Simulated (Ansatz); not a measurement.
# BSi5 (charge −1): what the fields show

The calculation's input:

```
crystal:
  periodic: [false, false, false]
  atoms:
    - {symbol: B, position_ang: [0.194587, 0.900302, -1.100437]}
    - {symbol: Si, position_ang: [-1.182829, -0.645681, -0.765428]}
    - {symbol: Si, position_ang: [1.529739, -0.800422, 2.348859]}
    - {symbol: Si, position_ang: [1.240802, 0.200385, 0.351393]}
    - {symbol: Si, position_ang: [-1.077911, 0.990304, -2.491055]}
    - {symbol: Si, position_ang: [-0.704388, -0.644898, 1.656667]}
basis:
  gaussian: {orbitals: def2-TZVPD, initial_orbitals: start.molden}
total_charge: -1
hamiltonian: {xc: pbe0, dispersion: d4}
scf: {omitted_lower_state_checks: [starts]}
output: {orbitals: {seedname: orbitals}}
```

Launched as:

```sh
ansatz run in.yaml --threads 4 --pin off --events-out ev --progress --plain --max-ram 4787MiB
```

Geometry: PBE-D4/def2-SVPD.

Computed with RKS PBE0-D4/def2-TZVPD (Ansatz 0.2.0).

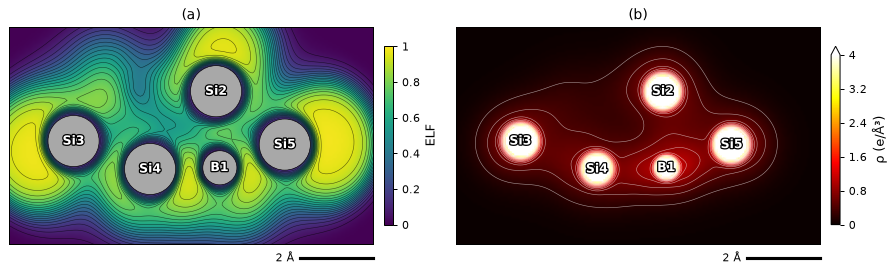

Figure 1. (a) ELF; (b) total electron density on the plane of atoms B1, Si2 and Si5. Grey discs cover the atomic cores in the ELF map.

Q: Read the bonding off the picture.

A: The section cuts through B and Si sites.
Si–B (1.89 Å): the density is about 0.8 e/Å³ at the midpoint; the ELF peaks at about 0.90 between the atoms, as expected for localised, covalent bonding.
Si–Si (2.25 Å): ρ is about 0.54 e/Å³ halfway; the ELF peaks at about 0.80 between the atoms; a shared electron pair.
Si–B (2.10 Å): ρ is about 0.56 e/Å³ halfway; the ELF peaks at about 0.75 between the atoms: a covalent bond.
The ELF also peaks beside Si3, Si5 and Si2, away from the bonds: lone-pair regions.

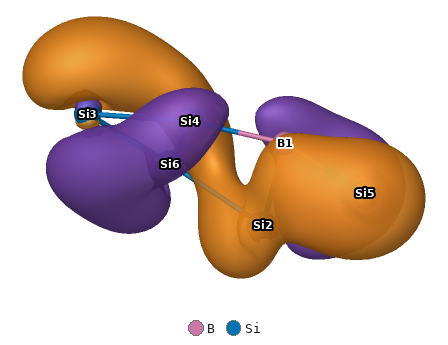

Figure 2. The HOMO−1 at ±0.08 Å⁻³ᐟ² (orange and purple are the two phases), seen at an oblique angle.

Q: Where does this orbital lie, and at what energy?

A: By Hirshfeld shares it lies mainly on Si3 (about 25 %), Si5 (about 25 %), Si6 (about 15 %), Si2 (about 15 %), Si4 (about 10 %) and B1 (about 10 %). Its energy is −1.71 eV.

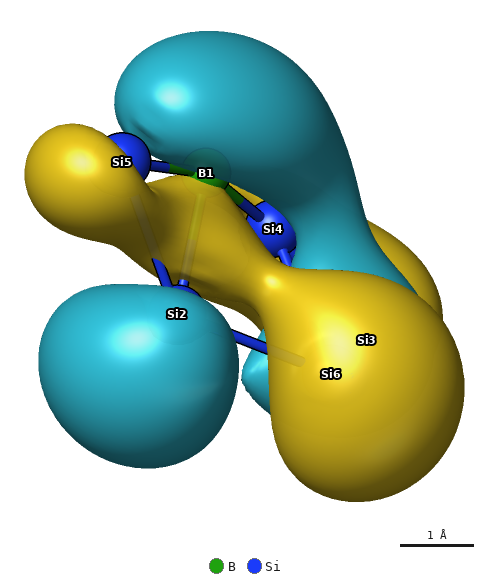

Figure 3. The HOMO at ±0.06 Å⁻³ᐟ² (yellow and cyan are the two phases), seen at an oblique angle.

Q: Describe this orbital and give its energy.

A: It lies mainly on Si2 (about 25 %), Si6 (about 25 %), B1 (about 15 %), Si3 (about 10 %), Si4 (about 10 %) and Si5 (about 10 %). Its energy is −1.56 eV.
